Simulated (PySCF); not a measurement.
# C₃H₄ClNSi (SMILES N#C[SiH2]/C=C/Cl): what the fields show

```xyz
10

N    -2.7513    1.7830   -0.7505
C    -2.0869    0.9235   -0.3877
Si   -1.0089   -0.4821    0.2135
C     0.7248    0.2272    0.3647
C     1.7814   -0.3006   -0.2308
Cl    3.3745    0.3369   -0.0824
H    -1.5379   -0.8717    1.5228
H    -1.0877   -1.5444   -0.7884
H     0.8625    1.1087    0.9773
H     1.7383   -1.1758   -0.8610
```

Geometry: GFN2-xTB.

Level of theory: B3LYP/def2-SVPD, SCF density, gas phase (PySCF).

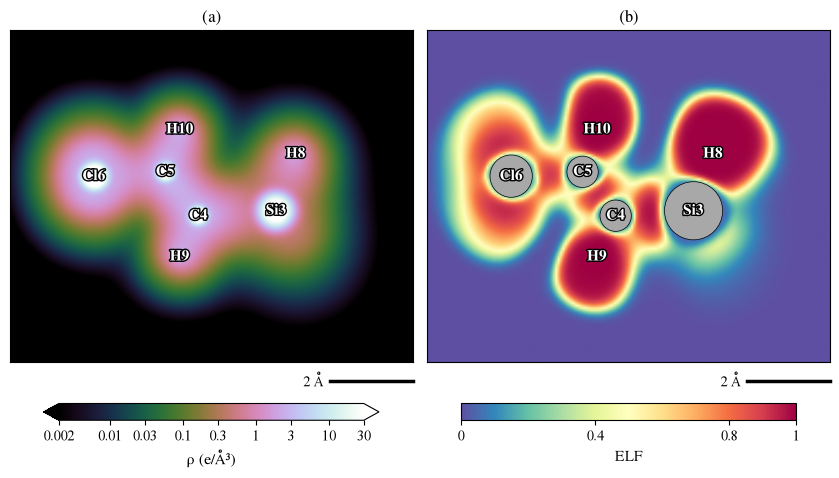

Figure 1. (a) electron density; (b) ELF on the plane of atoms C4, C5 and H10. Grey discs cover the atomic cores in the ELF map.

> Describe what can be read from this map.

- The section cuts through Si, C, Cl and H sites.
- C–C (1.32 Å): ρ at the midpoint is about 2.3 e/Å³; the ELF peaks at about 0.90 between the atoms (a multiple bond).
- C–Cl (1.72 Å): the density is about 1.5 e/Å³ at the midpoint; the ELF peaks at about 0.90 between the atoms; localised, covalent bonding.
- C–Si (1.88 Å): ρ is about 0.95 e/Å³ halfway; the ELF peaks at about 0.95 between the atoms; localised, covalent bonding.
- C–H (1.08 Å): the density is about 2.1 e/Å³ at the midpoint; the ELF climbs to about 1 towards the hydrogen, as it does in any bond to H: a covalent bond by its length.
- Si–H (1.46 Å): ρ at the midpoint is about 0.81 e/Å³; the ELF climbs to about 1 towards the hydrogen.
- The ELF also peaks beside Cl6, away from the bonds: lone-pair regions.

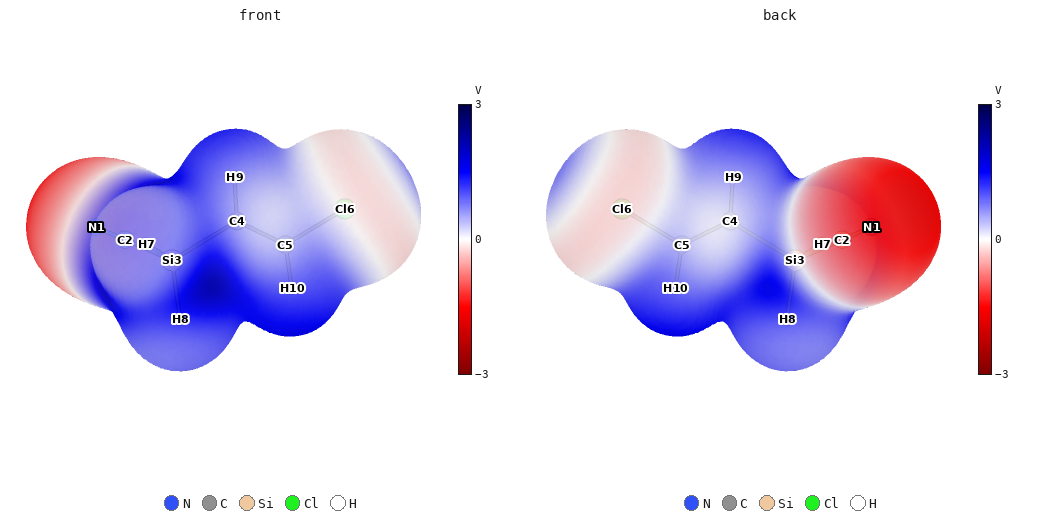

Figure 2. The electrostatic potential painted on the density surface at 0.002 e/bohr³, seen from the front and from behind; the colour scale runs from red (negative) to blue (positive).

> Where is the surface potential most negative and most positive?

The most negative region (about −1.7 V) lies over N1, the most positive (about +1.9 V) over Si3. Cl6 shows a σ-hole: about +0.7 V at the tip opposite its bond, against about −0.1 V on its flanks. N1 is the likeliest acceptor of a hydrogen bond.

> What dipole moment does the calculation give?

Its dipole moment is 3.58 D.
